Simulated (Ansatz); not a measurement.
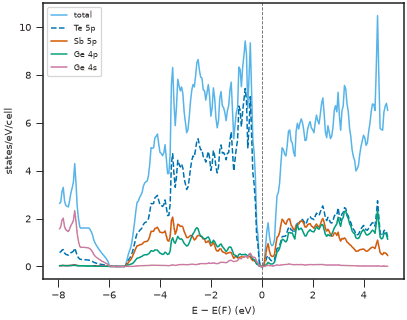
Total and projected density of states of Ge2Sb2Te5 in space group Cm (No. 8; Pearson symbol mS18), plane-wave PAW PBE (Ansatz code)

Q: Which orbitals carry the states next to the Fermi level?

A: Within 0.5 eV of the Fermi level: Te 5p 65 %, Sb 5p 13 %, Ge 4p 7 %, Ge 4s 6 %. Projections are on Löwdin-orthogonalised atomic valence shells; empty p or d shells of many metals are not among them.

Q: Where is the tallest occupied peak in this window, and what makes it?

A: Near -0.6 eV, about 9.4 states/eV per cell; the largest projected share is Te 5p.

The workflow started from a Materials Project entry (that database holds measured and hypothetical structures alike); the Crystallography Open Database copy checked does not list it. It is not the phase usual at ambient conditions (space group No. 164). Symmetry was held in the PBE relaxation; whether a distortion lowers the energy is not shown. Spin–orbit coupling is left out wherever it is not named.

Potentials: the later of the program's two PAW sets.
